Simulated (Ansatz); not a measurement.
ClF₃H₃NZr

The calculation's input:

```
crystal:
  periodic: [false, false, false]
  atoms:
    - { symbol: Zr, position_ang: [0.166621, 0.024812, 0.027257] }
    - { symbol: Cl, position_ang: [0.39954, -0.213611, 2.485448] }
    - { symbol: F, position_ang: [1.923799, 0.057152, -0.688051] }
    - { symbol: F, position_ang: [-0.633832, 1.668964, -0.503554] }
    - { symbol: F, position_ang: [-0.698163, -1.454386, -0.802965] }
    - { symbol: "N", position_ang: [-2.93975, -0.025688, 1.409424] }
    - { symbol: H, position_ang: [-2.959528, -0.803953, 0.742477] }
    - { symbol: H, position_ang: [-2.892975, 0.871236, 0.915113] }
    - { symbol: H, position_ang: [-2.137612, -0.124526, 2.066751] }
basis:
  gaussian: { orbitals: def2-SVP }
hamiltonian:
  xc: pbe
relax:
  f_tol: 0.03
  max_steps: 50
output:
  orbitals: {}
```

Run with:

```sh
ansatz run input.yaml --threads 4 --pin off --max-ram 5120MiB --backend cpu --events-out ev --progress --plain --runs-dir out
```

The fields are those of the run's last geometry, not of the input's.

Core potentials replace the inner electrons of Zr.

All numbers below come from RKS PBE/def2-SVP (Ansatz).

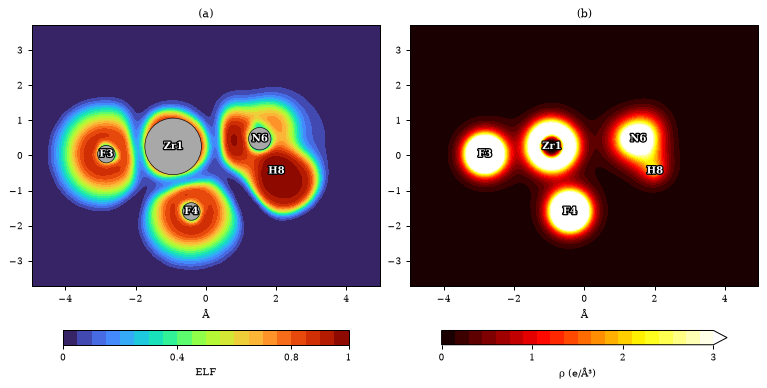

Figure 1. (a) electron localisation function; (b) electron density on the plane of atoms Zr1, N6 and H8. Grey discs cover the atomic cores in the ELF map.

Question: Interpret the plot.

Answer: The plane passes through Zr, F, N and H nuclei. Zr–F (1.92 Å): the density is about 0.91 e/Å³ at the midpoint; the ELF peaks at about 0.85 in the valence shell of F, 0.5 Å from its nucleus, and drops to about 0.25 between the two atoms. Zr–N (2.48 Å): ρ is about 0.32 e/Å³ halfway; the ELF peaks at about 0.95 in the valence shell of N, 0.7 Å from its nucleus, and is about 0.15 at the midpoint. N–H (1.03 Å): ρ at the midpoint is about 2.7 e/Å³; the ELF climbs to about 1 towards the hydrogen, as it does in any bond to H; an ordinary covalent bond to hydrogen.

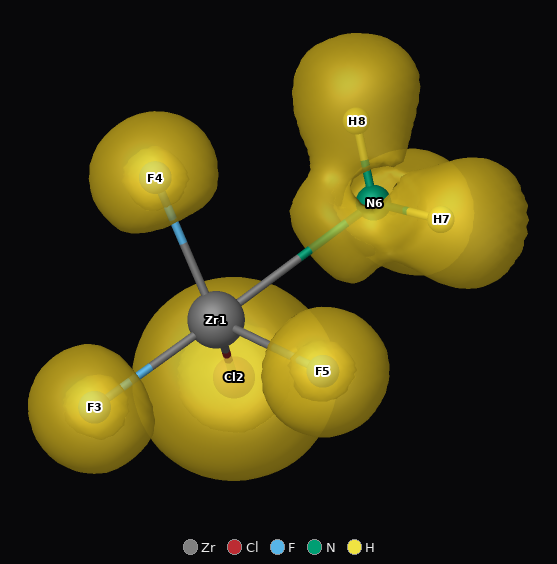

Figure 2. Isosurface of the ELF at 0.75 (yellow), seen at an oblique angle. Only the valence region is drawn (cores and ρ < 0.01 e/Å³ removed).

Question: Describe the localisation domains.

Answer: The surface consists of one region wrapped around Cl (its valence shell), three regions wrapped around F (the valence shell of each) and one joined region spread over several atoms (H, N), in which their bonds and any lone pairs are merged. Profiles from the grid: Zr–Cl (2.40 Å): the ELF peaks at about 0.85 in the valence shell of Cl, 0.8 Å from its nucleus, and is about 0.35 at the midpoint.

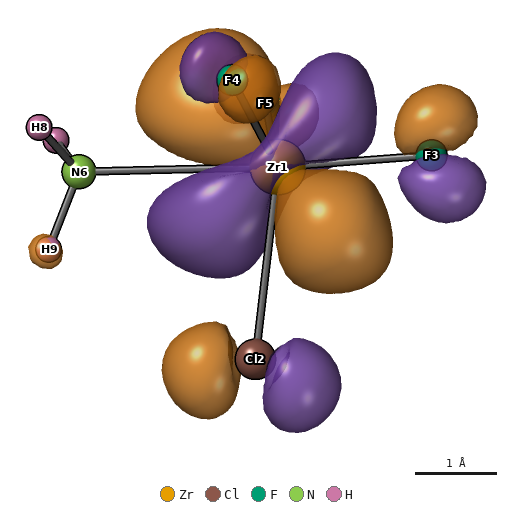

Figure 3. One frontier orbital at ±0.1 Å⁻³ᐟ² (orange and purple are the two phases), seen across its widest extent.

Question: Which orbital is it: HOMO or LUMO?

Answer: The LUMO, at −2.03 eV. By Hirshfeld shares it lies mainly on Zr1 (about 70 %), Cl2 (about 10 %) and F3 (about 10 %).

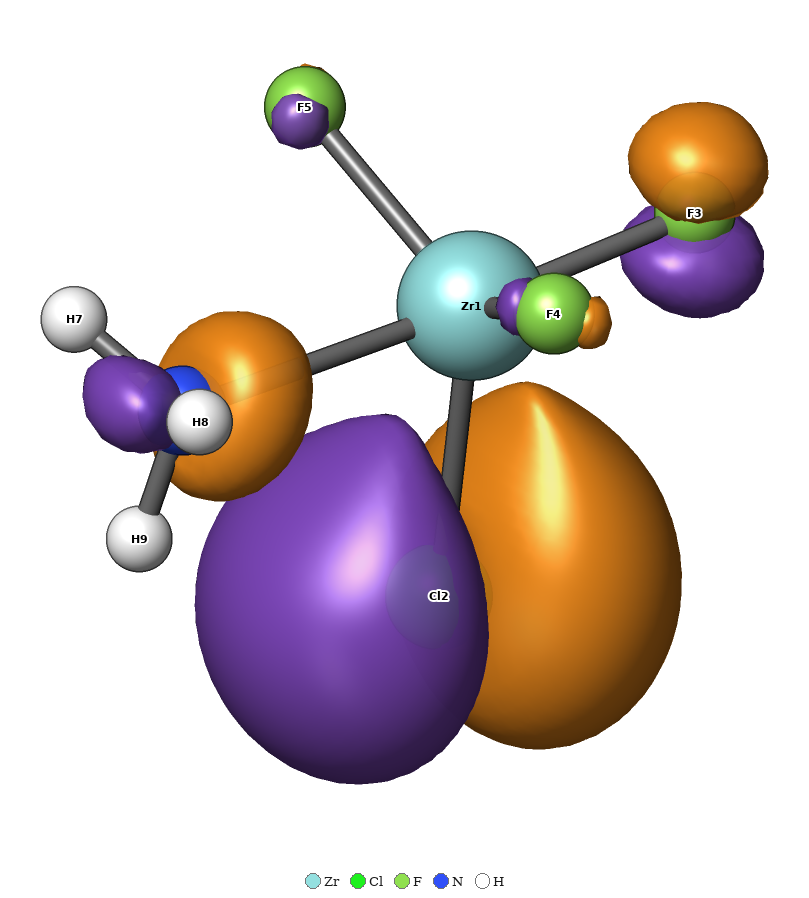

Figure 4. The HOMO at ±0.1 Å⁻³ᐟ² (orange and purple are the two phases), seen at a tilt.

Question: What is the character of this orbital?

Answer: Its weight (Hirshfeld) is mainly on Cl2 (about 80 %); largely a lone pair of Cl2. Its energy is −7.56 eV.
